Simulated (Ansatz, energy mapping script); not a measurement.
# CoO: exchange couplings from total energies

Wanted: the magnetic order of CoO, its couplings and an estimate of its ordering temperature, by PBE+U (3.5 eV).

Calculated with Ansatz 0.2.0; PBE with U = 3.5 eV on Co d, ortho-atomic projectors; plane waves, U on orthogonalised atomic orbitals unless named otherwise, collinear spin, no spin–orbit coupling.

**Measured values to reproduce.**

“On the Elastic Anisotropy of the Entropy-Stabilized Oxide (Mg, Co, Ni, Cu, Zn)O” (2020, arxiv:2004.06613) quotes from earlier work for CoO, rock salt (literature value): ordering temperature (Neel temperature) 291 K [literature value quoted in the paper's theory part].

Report form: the programs' logs are mostly left out.

## 1. The starting structure

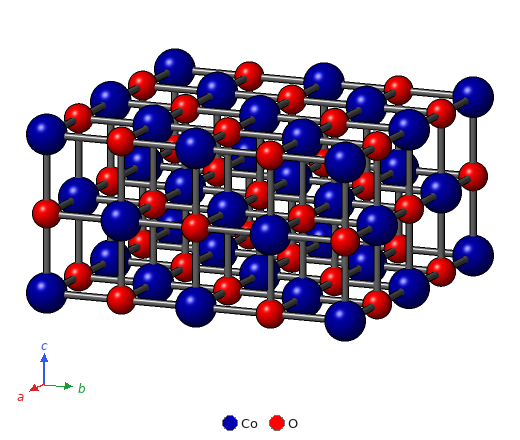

The cell as given, slightly off an axis (cobalt blue, oxygen red). 2×2×1 cells are drawn. This picture shows the conventional cell, with its axes. Some periodic images of atoms are drawn too.

The U corrects the self-interaction that lets semilocal functionals spread d and f electrons too far. Its value here is typed, not computed.

## 2. Which atoms carry moments

One run in the crystal's own cell, under PBE with U = 3.15 eV on Co d, ortho-atomic projectors, shows which elements keep a moment. Transition or f elements with 0.3 μB or more enter the spin model; moments induced on other atoms do not.

Input file input.yaml:

```yaml
crystal:
  lattice:
    - [0.0, 2.1315, 2.1315]
    - [2.1315, 0.0, 2.1315]
    - [2.1315, 2.1315, 0.0]
  atoms:
    - { symbol: Co, position: [0.0, 0.0, 0.0], spin: 3.0 }
    - { symbol: O, position: [0.5, 0.5, 0.5] }
magnetization:
  spin_polarized: true
kpoints:
  mp_grid: { grid: [10, 10, 10] }
hamiltonian:
  xc: pbe
  hubbard:
    sites: [{ species: Co, l: d, u_eff: 3.15 }]
    projectors: ortho-atomic
scf:
  occupations: { method: fermi_dirac, width: 0.05 }
output:
  eigenvalues: true
```

Run with:

```sh
ansatz run input.yaml --threads 4 --pin off --max-ram 8192MiB --backend cpu --events-out ev --progress --plain --runs-dir out
```

Elapsed: 12 s, on 4 threads of Arm Neoverse V2, shared host; peak memory 0.76 GiB.

Spin moment in the sphere by atom:

| atom | spin moment in the sphere (μB) |
| --- | --- |
| Co1 | 2.60 |
| O2 | 0.24 |

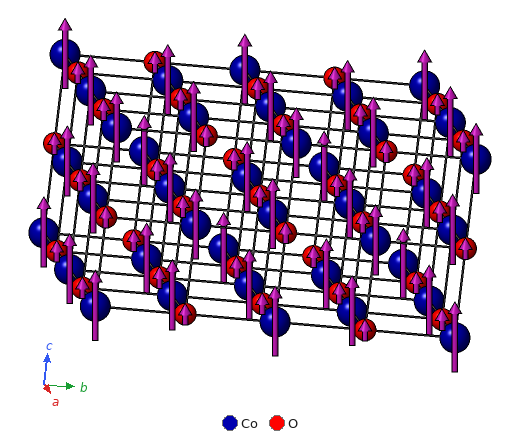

Spin moment in the sphere as arrows, the longest 2.60 μB. Up and down stand for the sign. Arrows give size and sign along the axis of quantisation, drawn up and down the page. Each arrow also spans its atom, so small moments look longer than they are. 2×2×1 conventional cells are drawn. Some periodic images of atoms are drawn too.

The run ends ferromagnetic; Co carries the moments.

## 3. Seed run in the crystal's own cell

A corrected shell can settle in several orbital fillings. One parallel run, with an occupation width a fifth wider than the orders use, therefore is to supply the occupation matrices. All orders start from them.

input.yaml, the sections that differ from step 2:

```yaml
hamiltonian:
  xc: pbe
  hubbard:
    sites: [{ species: Co, l: d, u_eff: 3.5 }]
    projectors: ortho-atomic
scf:
  occupations: { method: fermi_dirac, width: 0.06 }
# crystal, magnetization, kpoints, output: as in step 2
```

It took 13 s on 4 threads; peak memory 0.76 GiB; 47 s of CPU time.

This step gave:

* final state: ferromagnetic
* electrons in the corrected shells: 7.300 e
* largest moment: 2.604 μB

## 4. Parallel start in cell A (4 atoms)

Each cell gets its own parallel run on the same mesh, so that most of the mesh error cancels in the differences.

Input file input.yaml:

```yaml
crystal:
  lattice:
    - [0.0, -2.1315, -2.1315]
    - [0.0, 2.1315, -2.1315]
    - [4.263, 0.0, 0.0]
  atoms:
    - { symbol: Co, position: [0.5, 0.5, 0.5], spin: 3.0 }
    - { symbol: Co, position: [0.0, 0.0, 0.0], spin: 3.0 }
    - { symbol: O, position: [0.5, 0.5, 0.0] }
    - { symbol: O, position: [0.0, 0.0, 0.5] }
magnetization:
  spin_polarized: true
kpoints:
  mp_grid: { grid: [9, 9, 6] }
hamiltonian:
  xc: pbe
  hubbard:
    sites:
      - { species: Co, l: d, u_eff: 3.5 }
      - { site: 0, l: d, u_eff: 3.5, starting_ns: [{ spin: up, occupation_matrix: co1_major }, { spin: down, occupation_matrix: co1_minor }] }
      - { site: 1, l: d, u_eff: 3.5, starting_ns: [{ spin: up, occupation_matrix: co1_major }, { spin: down, occupation_matrix: co1_minor }] }
    projectors: ortho-atomic
    occupation_matrices:
      co1_major:
        matrix:
          - [0.997, 0.0, 0.0, 0.0, 0.0]
          - [0.0, 0.999, 0.0, 0.0, 0.0]
          - [0.0, 0.0, 0.999, 0.0, 0.0]
          - [0.0, 0.0, 0.0, 0.997, 0.0]
          - [0.0, 0.0, 0.0, 0.0, 0.999]
      co1_minor:
        matrix:
          - [0.174, -0.069, -0.069, 0.0, -0.138]
          - [-0.069, 0.654, -0.301, -0.12, 0.301]
          - [-0.069, -0.301, 0.654, 0.12, 0.301]
          - [0.0, -0.12, 0.12, 0.174, 0.0]
          - [-0.138, 0.301, 0.301, 0.0, 0.654]
scf:
  occupations: { method: fermi_dirac, width: 0.05 }
output:
  eigenvalues: true
  write_density: true
  write_potential: true
  elf: true
  volumetric_format: npy
```

It took 11 s on 4 threads; peak memory 0.73 GiB.

Spin moment in the sphere by atom:

| atom | spin moment in the sphere (μB) |
| --- | --- |
| Co1 | 2.60 |
| Co2 | 2.60 |
| O3 | 0.23 |
| O4 | 0.23 |

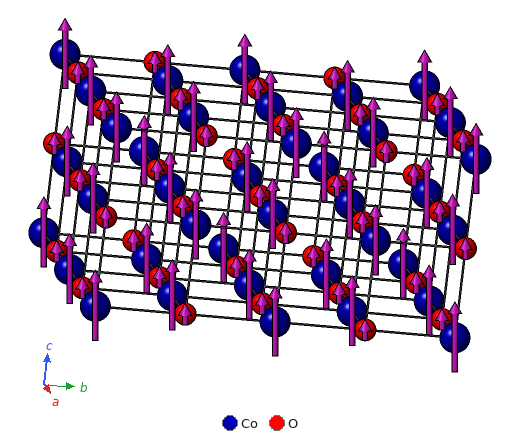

Spin moment in the sphere as arrows, the longest 2.60 μB. Up and down stand for the sign. Arrows give size and sign along the axis of quantisation, drawn up and down the page. Each arrow also spans its atom, so small moments look longer than they are. 2×2×1 conventional cells are drawn. Some periodic images of atoms are drawn too.

The run ends ferromagnetic.

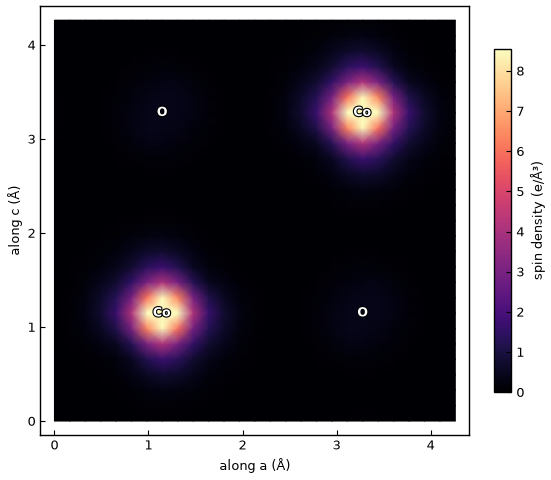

Spin density in the ac plane of the conventional cell at fractional y = 0.000, with atoms of Co and O within 0.2 Å of it. The map starts off the cell's origin, so that atoms lie inside it.

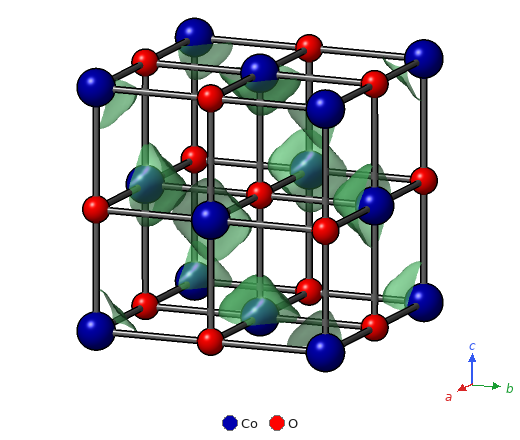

Surface of spin density = 0.54 e/Å³, which holds about 70 % of the integral of its size.

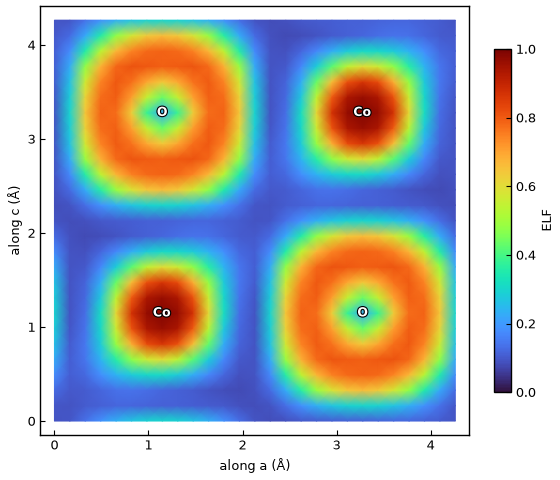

ELF in the ac plane of the conventional cell at fractional y = 0.000, with atoms of Co and O within 0.2 Å of it. It is the smooth field of the valence electrons, not physical close to the nuclei. The map starts off the cell's origin, so that atoms lie inside it.

## 5. Order 2: compensated +−, cell A of 4 atoms

This order reverses 8 of the 12 neighbours at 3.01 Å, 0 of the 6 neighbours at 4.26 Å and 16 of the 24 neighbours at 5.22 Å, counted for an average magnetic atom.

input.yaml: that of step 4 with these lines changed.

```diff
@@ -7,3 +7,3 @@
     - { symbol: Co, position: [0.5, 0.5, 0.5], spin: 3.0 }
-    - { symbol: Co, position: [0.0, 0.0, 0.0], spin: 3.0 }
+    - { symbol: Co, position: [0.0, 0.0, 0.0], spin: -3.0 }
     - { symbol: O, position: [0.5, 0.5, 0.0] }
@@ -20,3 +20,3 @@
       - { site: 0, l: d, u_eff: 3.5, starting_ns: [{ spin: up, occupation_matrix: co1_major }, { spin: down, occupation_matrix: co1_minor }] }
-      - { site: 1, l: d, u_eff: 3.5, starting_ns: [{ spin: up, occupation_matrix: co1_major }, { spin: down, occupation_matrix: co1_minor }] }
+      - { site: 1, l: d, u_eff: 3.5, starting_ns: [{ spin: up, occupation_matrix: co1_minor }, { spin: down, occupation_matrix: co1_major }] }
     projectors: ortho-atomic
```

Wall time 5.5 s (4 threads); peak memory 0.7 GiB; 21 s of CPU time.

Spin moment in the sphere by atom:

| atom | spin moment in the sphere (μB) |
| --- | --- |
| Co1 | 2.60 |
| Co2 | -2.60 |
| O3 | -0.08 |
| O4 | 0.08 |

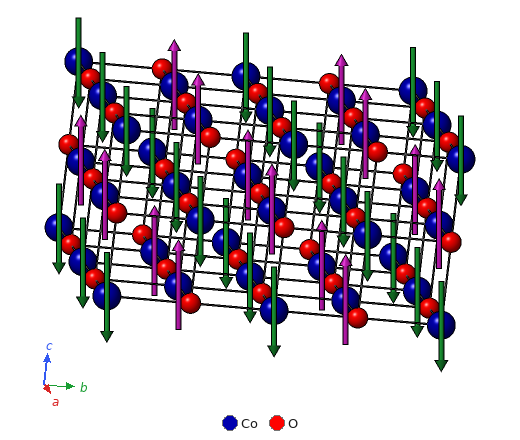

Spin moment in the sphere as arrows, the longest 2.60 μB. Up and down stand for the sign. Arrows give size and sign along the axis of quantisation, drawn up and down the page. The two directions have two colours. 2×2×1 conventional cells are drawn. Some periodic images of atoms are drawn too.

The run ends antiferromagnetic, 15.58 meV a magnetic atom above the parallel order of its cell.

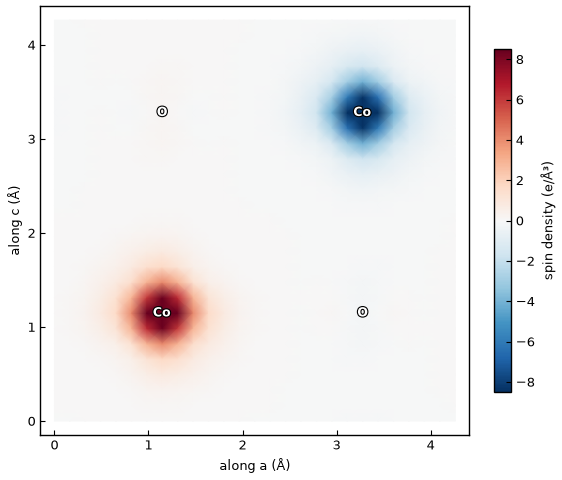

Spin density in the ac plane of the conventional cell at fractional y = 0.000, with atoms of Co and O within 0.2 Å of it. The map starts off the cell's origin, so that atoms lie inside it.

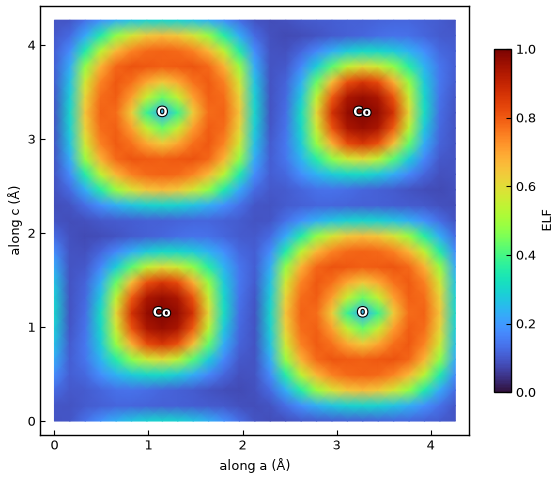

ELF in the ac plane of the conventional cell at fractional y = 0.000, with atoms of Co and O within 0.2 Å of it. It is the smooth field of the valence electrons, not physical close to the nuclei. The map starts off the cell's origin, so that atoms lie inside it.

## 6. Parallel start in cell B (4 atoms)

A new cell needs its own zero of energy.

This run holds the same structure in another cell (c 4.263 → 5.221 Å, α 90.0 → 73.2°, β 90.0 → 73.2°, γ 90.0 → 60.0°).

Input file input.yaml:

```yaml
crystal:
  lattice:
    - [0.0, -2.1315, -2.1315]
    - [-2.1315, 0.0, -2.1315]
    - [2.1315, 2.1315, -4.263]
  atoms:
    - { symbol: Co, position: [0.5, 0.5, 0.5], spin: 3.0 }
    - { symbol: Co, position: [0.0, 0.0, 0.0], spin: 3.0 }
    - { symbol: O, position: [0.75, 0.75, 0.75] }
    - { symbol: O, position: [0.25, 0.25, 0.25] }
magnetization:
  spin_polarized: true
kpoints:
  mp_grid: { grid: [10, 10, 10] }
hamiltonian:
  xc: pbe
  hubbard:
    sites:
      - { species: Co, l: d, u_eff: 3.5 }
      - { site: 0, l: d, u_eff: 3.5, starting_ns: [{ spin: up, occupation_matrix: co1_major }, { spin: down, occupation_matrix: co1_minor }] }
      - { site: 1, l: d, u_eff: 3.5, starting_ns: [{ spin: up, occupation_matrix: co1_major }, { spin: down, occupation_matrix: co1_minor }] }
    projectors: ortho-atomic
    occupation_matrices:
      co1_major:
        matrix:
          - [0.997, 0.0, 0.0, 0.0, 0.0]
          - [0.0, 0.999, 0.0, 0.0, 0.0]
          - [0.0, 0.0, 0.999, 0.0, 0.0]
          - [0.0, 0.0, 0.0, 0.997, 0.0]
          - [0.0, 0.0, 0.0, 0.0, 0.999]
      co1_minor:
        matrix:
          - [0.174, -0.069, -0.069, 0.0, -0.138]
          - [-0.069, 0.654, -0.301, -0.12, 0.301]
          - [-0.069, -0.301, 0.654, 0.12, 0.301]
          - [0.0, -0.12, 0.12, 0.174, 0.0]
          - [-0.138, 0.301, 0.301, 0.0, 0.654]
scf:
  occupations: { method: fermi_dirac, width: 0.05 }
output:
  eigenvalues: true
```

Run time: 10 s. Hardware: 4 threads; peak memory 0.8 GiB.

The run ends ferromagnetic. For each magnetic atom its energy differs from the parallel run of the first cell by 0.28 meV, an error that one common reference would have brought in.

## 7. Compensated +− start in cell B (4 atoms)

This order reverses 6 of the 12 neighbours at 3.01 Å, 6 of the 6 neighbours at 4.26 Å and 12 of the 24 neighbours at 5.22 Å, counted for an average magnetic atom.

input.yaml: that of step 6 with these lines changed.

```diff
@@ -7,3 +7,3 @@
     - { symbol: Co, position: [0.5, 0.5, 0.5], spin: 3.0 }
-    - { symbol: Co, position: [0.0, 0.0, 0.0], spin: 3.0 }
+    - { symbol: Co, position: [0.0, 0.0, 0.0], spin: -3.0 }
     - { symbol: O, position: [0.75, 0.75, 0.75] }
@@ -20,3 +20,3 @@
       - { site: 0, l: d, u_eff: 3.5, starting_ns: [{ spin: up, occupation_matrix: co1_major }, { spin: down, occupation_matrix: co1_minor }] }
-      - { site: 1, l: d, u_eff: 3.5, starting_ns: [{ spin: up, occupation_matrix: co1_major }, { spin: down, occupation_matrix: co1_minor }] }
+      - { site: 1, l: d, u_eff: 3.5, starting_ns: [{ spin: up, occupation_matrix: co1_minor }, { spin: down, occupation_matrix: co1_major }] }
     projectors: ortho-atomic
```

The job ended after 8.2 s (4 threads; peak memory 0.74 GiB).

The run ends antiferromagnetic, 86.63 meV a magnetic atom below the parallel order of its cell.

## 8. Order 5: parallel, cell C of 6 atoms

Input file input.yaml:

```yaml
crystal:
  lattice:
    - [0.0, -2.1315, -2.1315]
    - [-4.263, 0.0, 0.0]
    - [2.1315, 4.263, -2.1315]
  atoms:
    - { symbol: Co, position: [0.666666667, 0.666666667, 0.333333333], spin: 3.0 }
    - { symbol: Co, position: [0.333333333, 0.333333333, 0.666666667], spin: 3.0 }
    - { symbol: Co, position: [0.0, 0.0, 0.0], spin: 3.0 }
    - { symbol: O, position: [0.666666667, 0.166666667, 0.333333333] }
    - { symbol: O, position: [0.333333333, 0.833333333, 0.666666667] }
    - { symbol: O, position: [0.0, 0.5, 0.0] }
magnetization:
  spin_polarized: true
kpoints:
  mp_grid: { grid: [9, 9, 9] }
hamiltonian:
  xc: pbe
  hubbard:
    sites:
      - { species: Co, l: d, u_eff: 3.5 }
      - { site: 0, l: d, u_eff: 3.5, starting_ns: [{ spin: up, occupation_matrix: co1_major }, { spin: down, occupation_matrix: co1_minor }] }
      - { site: 1, l: d, u_eff: 3.5, starting_ns: [{ spin: up, occupation_matrix: co1_major }, { spin: down, occupation_matrix: co1_minor }] }
      - { site: 2, l: d, u_eff: 3.5, starting_ns: [{ spin: up, occupation_matrix: co1_major }, { spin: down, occupation_matrix: co1_minor }] }
    projectors: ortho-atomic
    occupation_matrices:
      co1_major:
        matrix:
          - [0.997, 0.0, 0.0, 0.0, 0.0]
          - [0.0, 0.999, 0.0, 0.0, 0.0]
          - [0.0, 0.0, 0.999, 0.0, 0.0]
          - [0.0, 0.0, 0.0, 0.997, 0.0]
          - [0.0, 0.0, 0.0, 0.0, 0.999]
      co1_minor:
        matrix:
          - [0.174, -0.069, -0.069, 0.0, -0.138]
          - [-0.069, 0.654, -0.301, -0.12, 0.301]
          - [-0.069, -0.301, 0.654, 0.12, 0.301]
          - [0.0, -0.12, 0.12, 0.174, 0.0]
          - [-0.138, 0.301, 0.301, 0.0, 0.654]
scf:
  occupations: { method: fermi_dirac, width: 0.05 }
output:
  eigenvalues: true
```

Wall time 34 s (4 threads); peak memory 1.7 GiB.

The run ends ferromagnetic. For each magnetic atom its energy differs from the parallel run of the first cell by 0.27 meV, an error that one common reference would have brought in.

## 9. Order 6: uncompensated ++−, cell C of 6 atoms

This order reverses 6.67 of the 12 neighbours at 3.01 Å, 2.67 of the 6 neighbours at 4.26 Å and 8 of the 24 neighbours at 5.22 Å, counted for an average magnetic atom.

input.yaml: that of step 8 with these lines changed.

```diff
@@ -8,3 +8,3 @@
     - { symbol: Co, position: [0.333333333, 0.333333333, 0.666666667], spin: 3.0 }
-    - { symbol: Co, position: [0.0, 0.0, 0.0], spin: 3.0 }
+    - { symbol: Co, position: [0.0, 0.0, 0.0], spin: -3.0 }
     - { symbol: O, position: [0.666666667, 0.166666667, 0.333333333] }
@@ -23,3 +23,3 @@
       - { site: 1, l: d, u_eff: 3.5, starting_ns: [{ spin: up, occupation_matrix: co1_major }, { spin: down, occupation_matrix: co1_minor }] }
-      - { site: 2, l: d, u_eff: 3.5, starting_ns: [{ spin: up, occupation_matrix: co1_major }, { spin: down, occupation_matrix: co1_minor }] }
+      - { site: 2, l: d, u_eff: 3.5, starting_ns: [{ spin: up, occupation_matrix: co1_minor }, { spin: down, occupation_matrix: co1_major }] }
     projectors: ortho-atomic
```

The job ended after 44 s (4 threads; peak memory 1.7 GiB; 2.9 min of CPU time).

The run ends ferrimagnetic, 34.28 meV a magnetic atom below the parallel order of its cell.

## 10. Order 7: parallel, cell D of 6 atoms

The parallel order again, as the reference for this cell.

This run holds the same structure in another cell (b 4.263 → 3.014 Å, c 5.221 → 6.740 Å, α 114.1 → 102.9°, β 106.8 → 102.9°).

Input file input.yaml:

```yaml
crystal:
  lattice:
    - [0.0, 2.1315, 2.1315]
    - [0.0, 2.1315, -2.1315]
    - [-6.3945, -2.1315, 0.0]
  atoms:
    - { symbol: Co, position: [0.0, 0.0, 0.0], spin: 3.0 }
    - { symbol: Co, position: [0.333333333, 0.333333333, 0.666666667], spin: 3.0 }
    - { symbol: Co, position: [0.666666667, 0.666666667, 0.333333333], spin: 3.0 }
    - { symbol: O, position: [0.833333333, 0.833333333, 0.666666667] }
    - { symbol: O, position: [0.166666667, 0.166666667, 0.333333333] }
    - { symbol: O, position: [0.5, 0.5, 0.0] }
magnetization:
  spin_polarized: true
kpoints:
  mp_grid: { grid: [9, 9, 9] }
hamiltonian:
  xc: pbe
  hubbard:
    sites:
      - { species: Co, l: d, u_eff: 3.5 }
      - { site: 0, l: d, u_eff: 3.5, starting_ns: [{ spin: up, occupation_matrix: co1_major }, { spin: down, occupation_matrix: co1_minor }] }
      - { site: 1, l: d, u_eff: 3.5, starting_ns: [{ spin: up, occupation_matrix: co1_major }, { spin: down, occupation_matrix: co1_minor }] }
      - { site: 2, l: d, u_eff: 3.5, starting_ns: [{ spin: up, occupation_matrix: co1_major }, { spin: down, occupation_matrix: co1_minor }] }
    projectors: ortho-atomic
    occupation_matrices:
      co1_major:
        matrix:
          - [0.997, 0.0, 0.0, 0.0, 0.0]
          - [0.0, 0.999, 0.0, 0.0, 0.0]
          - [0.0, 0.0, 0.999, 0.0, 0.0]
          - [0.0, 0.0, 0.0, 0.997, 0.0]
          - [0.0, 0.0, 0.0, 0.0, 0.999]
      co1_minor:
        matrix:
          - [0.174, -0.069, -0.069, 0.0, -0.138]
          - [-0.069, 0.654, -0.301, -0.12, 0.301]
          - [-0.069, -0.301, 0.654, 0.12, 0.301]
          - [0.0, -0.12, 0.12, 0.174, 0.0]
          - [-0.138, 0.301, 0.301, 0.0, 0.654]
scf:
  occupations: { method: fermi_dirac, width: 0.05 }
output:
  eigenvalues: true
```

Run time: 31 s. Hardware: 4 threads; peak memory 1.7 GiB.

The run ends ferromagnetic. For each magnetic atom its energy differs from the parallel run of the first cell by 0.44 meV, an error that one common reference would have brought in.

## 11. Order 8: uncompensated ++−, cell D of 6 atoms

This order reverses 5.33 of the 12 neighbours at 3.01 Å, 1.33 of the 6 neighbours at 4.26 Å and 16 of the 24 neighbours at 5.22 Å, counted for an average magnetic atom.

input.yaml: that of step 10 with these lines changed.

```diff
@@ -8,3 +8,3 @@
     - { symbol: Co, position: [0.333333333, 0.333333333, 0.666666667], spin: 3.0 }
-    - { symbol: Co, position: [0.666666667, 0.666666667, 0.333333333], spin: 3.0 }
+    - { symbol: Co, position: [0.666666667, 0.666666667, 0.333333333], spin: -3.0 }
     - { symbol: O, position: [0.833333333, 0.833333333, 0.666666667] }
@@ -23,3 +23,3 @@
       - { site: 1, l: d, u_eff: 3.5, starting_ns: [{ spin: up, occupation_matrix: co1_major }, { spin: down, occupation_matrix: co1_minor }] }
-      - { site: 2, l: d, u_eff: 3.5, starting_ns: [{ spin: up, occupation_matrix: co1_major }, { spin: down, occupation_matrix: co1_minor }] }
+      - { site: 2, l: d, u_eff: 3.5, starting_ns: [{ spin: up, occupation_matrix: co1_minor }, { spin: down, occupation_matrix: co1_major }] }
     projectors: ortho-atomic
```

It took 44 s on 4 threads; peak memory 1.7 GiB.

The run ends ferrimagnetic, 15.00 meV a magnetic atom below the parallel order of its cell.

(Continued in part 2 of 2.)

[Logs and program files are shortened in this print: banners, set-up blocks, solver, clock and traceback lines can be left out without a mark of their own.]

[Logs are printed without paths, hosts, clocks, repeated set-up lines and the standing remarks that a program may print on its own settings, such as how far it seeks lower states.]

[Hosts, paths, dates, database ids (printed as entryN), source tags and the programs' standing remarks are cut or masked in the printed files.]

[Where a cell is said to come from a database of computed structures, the database is the Materials Project.]
